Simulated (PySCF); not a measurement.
# C3H15PSi4: what the fields show

```csv
atom,x (Å),y (Å),z (Å)
C,-1.8552,2.2290,-1.1138
C,-2.0960,0.9385,-1.2828
Si,-2.2547,-0.3220,0.1055
P,-0.6035,-1.8039,-0.1507
Si,-0.9695,-3.1485,1.5756
Si,1.1537,-0.6253,0.5651
C,1.6590,0.5526,-0.8303
Si,3.1574,1.6495,-0.4527
H,-1.7545,2.6618,-0.1311
H,-1.7500,2.9161,-1.9407
H,-2.1847,0.5585,-2.2944
H,-3.5151,-1.0615,-0.0177
H,-2.2146,0.3598,1.4071
H,-1.0470,-2.4431,2.8577
H,0.1350,-4.1040,1.6140
H,-2.2386,-3.8262,1.3194
H,0.8513,0.1238,1.7946
H,2.2164,-1.5881,0.8706
H,0.8068,1.1860,-1.0831
H,1.8647,-0.0420,-1.7215
H,4.2987,0.8222,-0.0621
H,2.8314,2.5751,0.6333
H,3.5042,2.4186,-1.6518
```

Geometry: GFN2-xTB.

Theory: PySCF 2.14.0, PBE0/pcSseg-1, SCF density, gas phase, non-relativistic.

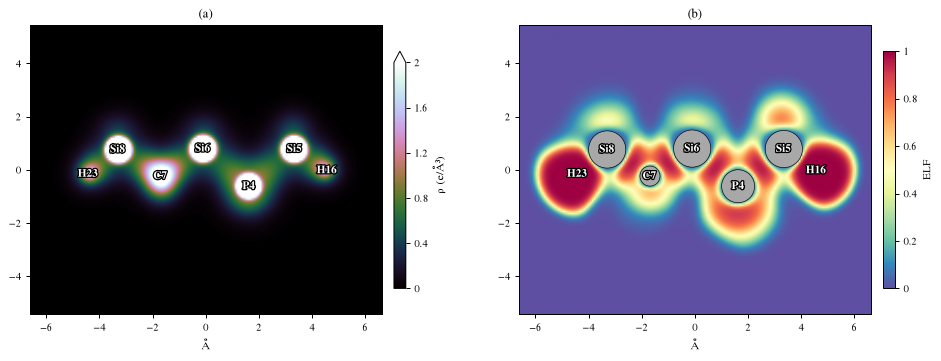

Figure 1. (a) total electron density; (b) electron localisation function on the plane of atoms Si6, C7 and Si8. Grey discs cover the atomic cores in the ELF map.

> Interpret the plot.

- The section cuts through P, Si, C and H sites.
- C–Si (1.89 Å): ρ at the midpoint is about 0.9 e/Å³; the ELF peaks at about 0.95 between the atoms: a shared electron pair.
- Si–P (2.22 Å): the density is about 0.75 e/Å³ at the midpoint; the ELF peaks at about 0.95 between the atoms; a covalent bond.
- Si–H (1.46 Å): ρ is about 0.8 e/Å³ halfway; the ELF climbs to about 1 towards the hydrogen, as it does in any bond to H.
- The ELF also peaks beside P4, away from the bonds: lone-pair regions.

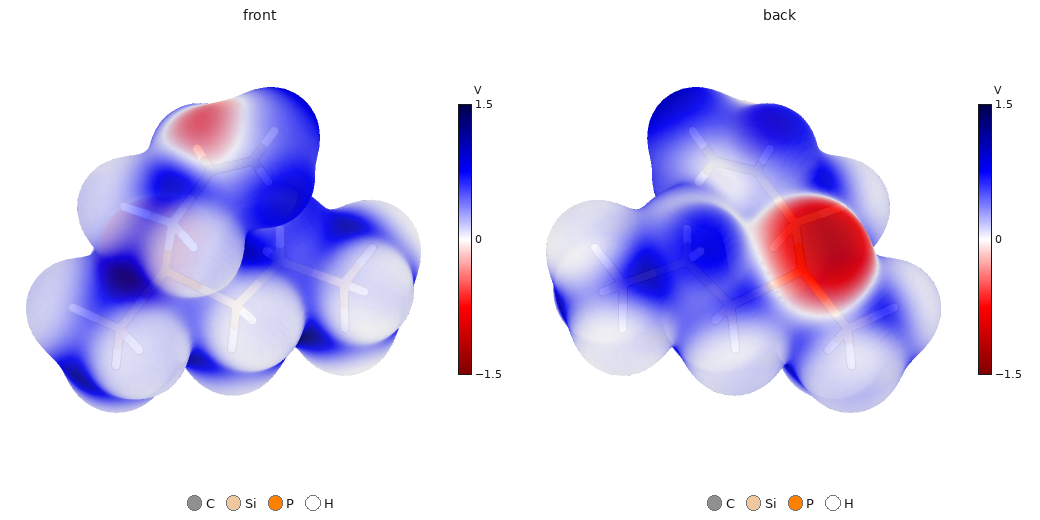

Figure 2. The electrostatic potential painted on the density surface at 0.002 e/bohr³, seen from the front and from behind; red is negative and blue positive.

> Describe the electrostatic potential map.

The most negative region (about −1.0 V) lies over P4, the most positive (about +1.2 V) over Si3, Si5, Si6 and Si8.

> What dipole moment does the calculation give?

Its dipole moment is 1.13 D.
